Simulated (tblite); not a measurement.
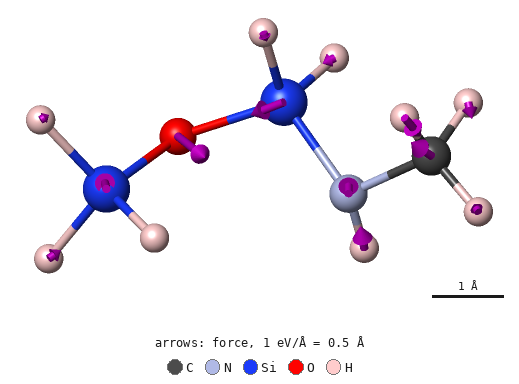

Starting geometry of CH$_{9}$NOSi$_{2}$ with the computed forces as purple arrows. Style: ball-and-stick. Shown at a tilt.

These are results of GFN2-xTB geometry optimisation, gas phase in tblite 0.8.0, not measurements. 

Q: Is this structure relaxed? If not, where do the atoms go?

A: It isn't relaxed: the largest force vector, on the O atom, is 2.66 eV/Å. The final displacements follow the starting forces only in part (cosine between the two patterns 0.30). The energy falls by 16.7 kcal/mol in 83 geometry steps. The largest move after the best rigid fit is that of an H atom, 1.13 Å. By element the largest moves are H 1.13 Å, O 0.67 Å, C 0.35 Å, N 0.35 Å, Si 0.34 Å. Among the contacts that change: O–Si 1.713 → 1.614 Å, N–Si 1.758 → 1.714 Å, C–H 1.128 → 1.087 Å, H–N 1.034 → 1.009 Å. Bond angles that change, for instance: Si–O–Si 113.4° → 154.9°, C–N–Si 110.1° → 123.7°, N–Si–O 114.1° → 106.2°. Groups turn about C–N by about 30°, O–Si by about 25°, O–Si by about 25°.
